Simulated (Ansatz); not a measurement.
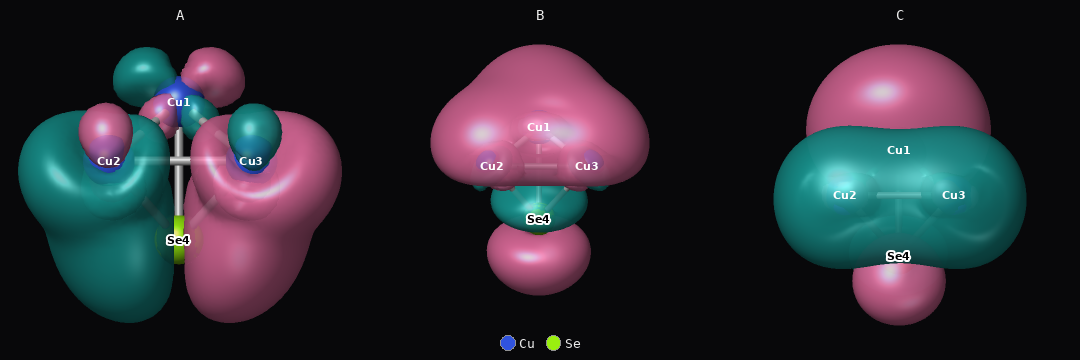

*Cu3Se (charge +1, triplet). Three frontier orbitals at ±0.06 Å⁻³ᐟ² (teal and pink are the two phases), in no order.*

Geometry: r2SCAN-D4/def2-SVP.

Method: Ansatz, UKS PBE0-D4/def2-TZVP.

Question: Which picture is the HOMO−1, the HOMO and the LUMO? All are α orbitals.

Answer: A is the HOMO−1 (α) (−12.26 eV). It lies mainly on Se4 (about 50 %), Cu2 (about 20 %), Cu3 (about 20 %) and Cu1 (about 10 %). B is the HOMO (α) (−9.91 eV). Its weight (Hirshfeld) is mainly on Cu1 (about 25 %), Se4 (about 25 %), Cu2 (about 25 %) and Cu3 (about 25 %). C is the LUMO (α) (−7.14 eV). By Hirshfeld shares it lies mainly on Cu1 (about 45 %), Cu2 (about 25 %), Cu3 (about 25 %) and Se4 (about 10 %).

Question: What is the gap between the highest occupied and lowest empty α orbitals?

Answer: 2.77 eV between the orbital energies.
